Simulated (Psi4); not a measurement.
# r2SCAN/def2-SVP (ints tolerance 1e-12, sweep point 6) run of HOF (hypofluorous acid)

What is the vertical ionisation energy of HOF (hypofluorous acid) at r2SCAN/def2-SVP (ints tolerance 1e-12, sweep point 6)? 

Program for the calculation: Psi4 1.11.

4 further runs of the same task are left out: 4 set aside as unsound or not needed.

## 1. The system as given

HOF: 3 atoms, total charge 0, spin state singlet. As SMILES, `OF`. Geometry: relaxed at GFN2-xTB.

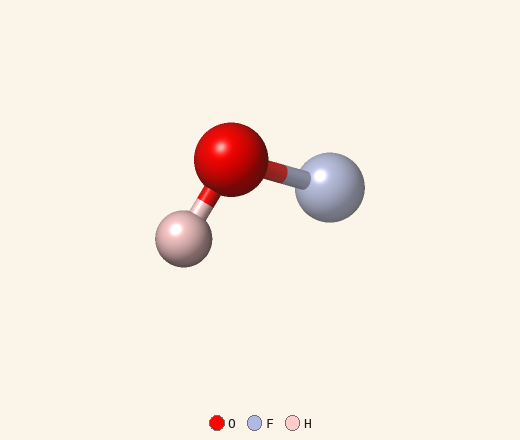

The structure, seen from a chosen angle (oxygen red, fluorine light blue, hydrogen pink).

## 2. A single-point energy at r2SCAN/def2-SVP (ints tolerance 1e-12, sweep point 6)

Input file input.inp:

```
memory 1600 MB

molecule geom {
  0 1
  O      0.414430    -0.197140     0.208800
  F     -0.212000     1.020440    -0.004820
  H     -0.202430    -0.823300    -0.203980
  symmetry c1
}

set basis def2-SVP
set reference rks
set puream true
set scf_type direct
set dft_radial_points 99
set dft_spherical_points 590
set ints_tolerance 1e-12
set maxiter 60

energy_value, wavefunction = energy("r2scan", return_wfn=True)
print_variables()
```

The run is started by

```
$ psi4 -n 1 input.inp input.out
```

input.out:

```text
[...]
  Running in c1 symmetry.
[...]
  Nuclear repulsion =   34.420598141556617
[...]
  Multiplicity = 1
[...]
  Nalpha       = 9
  Nbeta        = 9
[...]
    Number of basis functions: 33
[...]
   @DF-RKS iter   1:  -175.26382889251022   -2.33109e-01   1.07707e-02 DIIS/ADIIS
[...]
   @RKS iter  10:  -175.31004272710570   -9.83053e-09   4.07764e-07 DIIS
[...]
    Orbital Energies [Eh]
    ---------------------
    Doubly Occupied:
       1A    -24.524084     2A    -19.052140     3A     -1.199800
       4A     -0.904983     5A     -0.540437     6A     -0.452622
       7A     -0.424639     8A     -0.326241     9A     -0.259890
[...]
  @RKS Final Energy:  -175.31004272710570
   => Energetics <=
    Nuclear Repulsion Energy =             34.4205981415566171
    One-Electron Energy =                -311.6433803040545172
    Two-Electron Energy =                 121.1783212593694543
    DFT Exchange-Correlation Energy =     -19.2655818239772785
    Empirical Dispersion Energy =           0.0000000000000000
    VV10 Nonlocal Energy =                  0.0000000000000000
    Total Energy =                       -175.3100427271056958
[...]
 Multipole Moments:
 ------------------------------------------------------------------------------------
     Multipole            Electronic (a.u.)      Nuclear  (a.u.)        Total (a.u.)
 ------------------------------------------------------------------------------------
 L = 1.  Multiply by 2.5417464519 to convert [e a0] to [Debye]
 Dipole X            :         -0.3770069           -0.0795225           -0.4565294
 Dipole Y            :          1.0961620           -1.7430680           -0.6469060
 Dipole Z            :         -0.0000000            0.0000000           -0.0000000
 Magnitude           :                                                    0.7917742
[...]
```

Run time: 4.5 s. Hardware: 1 thread of AMD EPYC 9R45 (Zen 5), shared host; peak memory 0.6 GiB.

## 3. The doublet cation

Input file input.dat:

```
memory 1.6 GB

molecule geom {
  1 2
  O      0.414430    -0.197140     0.208800
  F     -0.212000     1.020440    -0.004820
  H     -0.202430    -0.823300    -0.203980
  units angstrom
  symmetry c1
}

set globals {
  reference            uks
  puream               true
  scf_type             direct
  dft_radial_points    99
  dft_spherical_points 590
  ints_tolerance       1e-12
  maxiter              150
}

energy('r2scan/def2-SVP')
```

The run is started by

```
$ psi4 -i input.dat -o output.dat -n 1
```

output.dat:

```text
[...]
  Running in c1 symmetry.
[...]
  Nuclear repulsion =   34.420598141556617
[...]
  Multiplicity = 2
[...]
  Nalpha       = 9
  Nbeta        = 8
[...]
    Number of basis functions: 33
[...]
   @DF-UKS iter   1:  -174.81152536361552    2.19195e-01   9.92402e-03 DIIS/ADIIS
[...]
   @UKS iter  12:  -174.85192765974466   -1.06080e-08   9.42157e-07 DIIS
[...]
   @S^2 Observed:                7.534321390E-01
[...]
    Orbital Energies [Eh]
    ---------------------
    Alpha Occupied:
       1A    -25.006041     2A    -19.586154     3A     -1.664613
       4A     -1.379930     5A     -0.986703     6A     -0.911160
       7A     -0.899441     8A     -0.768276     9A     -0.764970
    Alpha Virtual:
      10A     -0.517776    11A     -0.253532    12A      0.223859
      13A      0.441172    14A      0.492350    15A      0.499892
      16A      0.679784    17A      0.755095    18A      0.773112
      19A      0.849502    20A      1.026260    21A      1.168750
      22A      1.184967    23A      1.793838    24A      1.917994
      25A      2.062520    26A      2.239645    27A      2.422205
[...]
  @UKS Final Energy:  -174.85192765974466
   => Energetics <=
    Nuclear Repulsion Energy =             34.4205981415566171
    One-Electron Energy =                -303.4839988760983829
    Two-Electron Energy =                 112.9927895759890930
    DFT Exchange-Correlation Energy =     -18.7813165011920162
    Empirical Dispersion Energy =           0.0000000000000000
    VV10 Nonlocal Energy =                  0.0000000000000000
    Total Energy =                       -174.8519276597446606
[...]
 Multipole Moments:
 ------------------------------------------------------------------------------------
     Multipole            Electronic (a.u.)      Nuclear  (a.u.)        Total (a.u.)
 ------------------------------------------------------------------------------------
 L = 1.  Multiply by 2.5417464519 to convert [e a0] to [Debye]
 Dipole X            :         -0.2786136           -0.0795225           -0.3581361
 Dipole Y            :          0.5775830           -1.7430680           -1.1654850
 Dipole Z            :         -0.0000000            0.0000000           -0.0000000
 Magnitude           :                                                    1.2192690
[...]
```

It took 7.2 s on 1 thread of AMD EPYC 9R45 (Zen 5), shared host; peak memory 0.59 GiB.

## 4. Summary of results

Level: r2SCAN/def2-SVP (ints tolerance 1e-12, sweep point 6).

| quantity | value |
| --- | --- |
| singlet HOF: total energy | -175.31004 Eh |
| singlet HOF: dipole moment | 2.01 D |
| singlet HOF: HOMO energy | -7.07 eV |
| singlet HOF: LUMO energy | -1.43 eV |
| singlet HOF: HOMO–LUMO gap | 5.64 eV |
| doublet cation: total energy | -174.85193 Eh |
| doublet cation: HOMO energy (highest over α and β) | -20.39 eV |
| doublet cation: LUMO energy (lowest over α and β) | -17.65 eV |
| doublet cation: ⟨S²⟩ | 0.753 |
| vertical ionisation energy (to the doublet cation) | 12.466 eV |

What this shows: The vertical ionisation energy comes to 12.47 eV (1203 kJ/mol). −ε(HOMO) before ionisation, 7.07 eV, is 5.39 eV below this ionisation energy.
